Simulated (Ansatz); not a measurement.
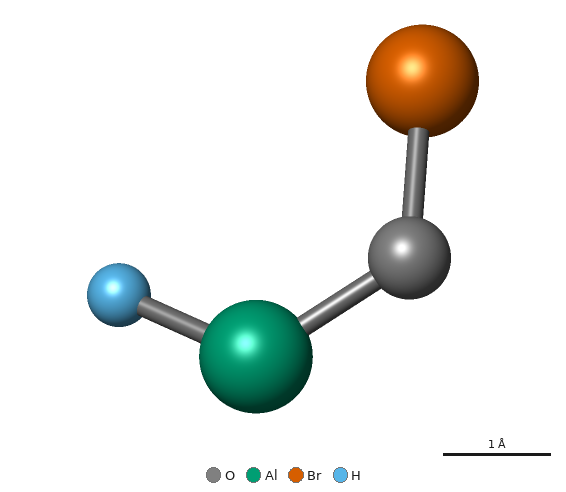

The picture shows a molecular structure as a ball-and-stick model.

State: neutral, doublet. The computed structure is the end point of a PBE0-D4/def2-TZVP optimisation. No frequency run is at hand to confirm it as a minimum.

> Give the formula.

AlBrHO, 4 atoms: 1 aluminium, 1 bromine, 1 hydrogen and 1 oxygen.

> How many atoms are distinct by symmetry?

4: 1 O, 1 Al, 1 Br, 1 H.

> How many bonds of each kind are drawn?

1 Al–O, 1 Br–O, 1 Al–H. Sticks follow a distance rule.

> Which point group does it belong to?

Cs.

More results for the same structure follow; atom numbers are the same in all pictures, views and colours differ.

### Geometry

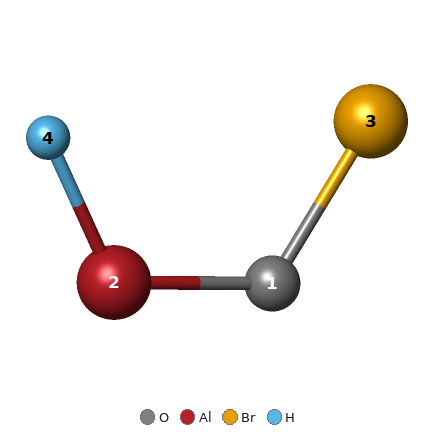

Numbered structure. No frequency run is at hand to confirm it as a minimum.

Which atoms are bonded, and how long are the bonds?

```csv
bond,length (Å)
O1–Al2,1.721
O1–Br3,1.823
Al2–H4,1.603
```

### Charges

The questions are on Mulliken charges. No frequency run is at hand to confirm it as a minimum. Level of theory: UKS PBE0-D4/def2-TZVP (Ansatz 0.2.0).

> Which atom carries the highest charge (most positive or least negative)?

Al2 (0.37 e).

> And the lowest?

O1 (−0.36 e).

Give the Mulliken charges atom by atom.

```
atom  value (e)
  O1      −0.36
 Al2       0.37
 Br3       0.05
  H4      −0.06
```

### Electronic properties

No frequency run is at hand to confirm it as a minimum. Method: UKS PBE0-D4/def2-TZVPP (Ansatz 0.2.0).

Computed properties:

- HOMO energy (Kohn–Sham orbital): −6.19 eV
- ⟨S²⟩ of the determinant: 0.754

### Dipole moment

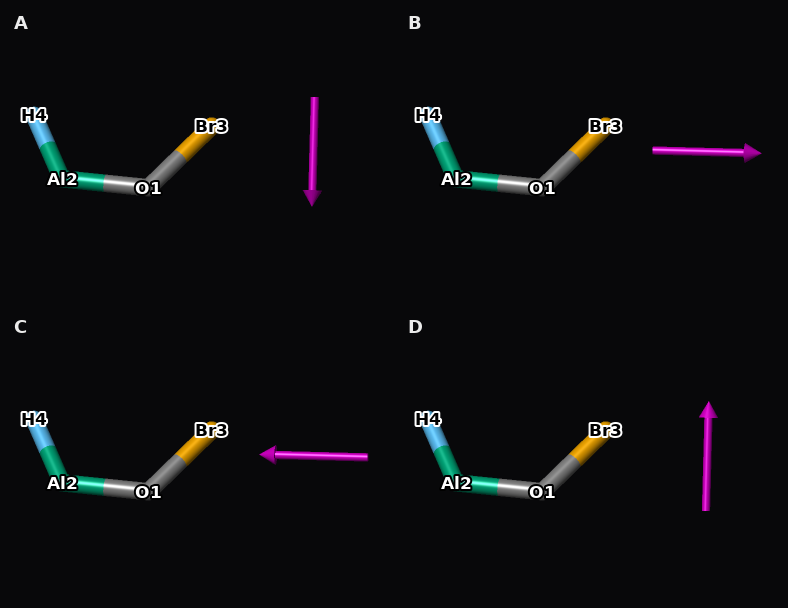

The same molecule four times, each with an arrow. No frequency run is at hand to confirm it as a minimum. Method: UKS PBE0-D4/def2-TZVP (Ansatz 0.2.0).

> Which arrow points along the dipole moment, from the negative to the positive end?

C. The dipole moment is 1.61 D; it points from the side of Br3 to the side of H4 (the outermost atoms at the two ends).

Mulliken values depend strongly on the basis set and can even reverse the polarity of a bond.
